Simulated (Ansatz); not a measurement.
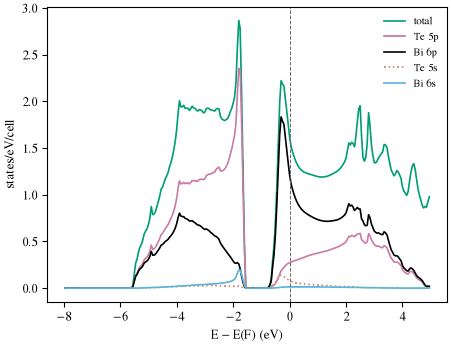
Total and projected density of states of BiTe (rock salt, Fm-3m), PBE (plane waves, PAW; program Ansatz)

Question: Which orbitals carry the states next to the Fermi level?

Answer: Within 0.5 eV of the Fermi level: Bi 6p 76 %, Te 5p 15 %, Te 5s 5 %. Projections are on Löwdin-orthogonalised atomic valence shells; empty p or d shells of many metals are not among them.

Question: Where is the tallest occupied peak in this window, and what makes it?

Answer: Near -1.8 eV, about 2.9 states/eV per cell; the largest projected share is Te 5p.

The first step of the workflow began from a Materials Project structure, measured or hypothetical; the Crystallography Open Database files this formula in space group No. 225, but the cells were not matched. Whether it is the stable phase at ambient conditions was not checked. Symmetry was held in the PBE relaxation; its stability against distortions is not shown here. With an odd number of electrons in the cell and no spin polarisation, the count alone makes it a metal. Scalar-relativistic: spin–orbit coupling is off unless named, which matters more the heavier the elements.

Potentials: the earlier of the program's two PAW sets.
